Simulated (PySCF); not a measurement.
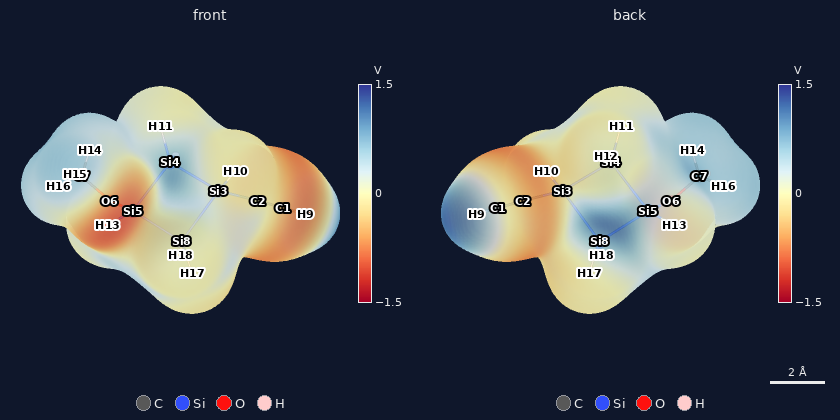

C3H10OSi4. The molecular electrostatic potential painted on the density surface at 0.001 e/bohr³, seen from the front and from behind; the colour scale runs from red (negative) to blue (positive).

Geometry: GFN2-xTB.

All numbers below come from PBE0/pcSseg-1, SCF density, gas phase, non-relativistic in PySCF 2.14.0.

```xyz
18

C    -4.4881   -0.8278    0.5490
C    -3.4321   -0.2516    0.5132
Si   -1.7796    0.5777    0.4179
Si   -0.0018   -0.6448    1.4101
Si    1.0964   -0.6173   -0.6797
O     2.1959    0.5995   -0.7299
C     3.3983    0.6707   -0.0396
Si   -0.7296    0.4211   -1.7044
H    -5.4168   -1.3221    0.5852
H    -2.0881    1.9137    0.9679
H     0.6748    0.0098    2.5465
H    -0.3658   -1.9529    1.9728
H     1.7770   -1.8468   -1.1413
H     3.2408    0.5200    1.0327
H     3.8298    1.6590   -0.2028
H     4.0987   -0.0885   -0.3976
H    -1.4442   -0.4721   -2.6302
H    -0.5746    1.6587   -2.4814
```

Question: Where is the surface potential most negative and most positive?

Answer: The most negative region (about −1.0 V) lies over O6, the most positive (about +1.2 V) over Si5 and H9.
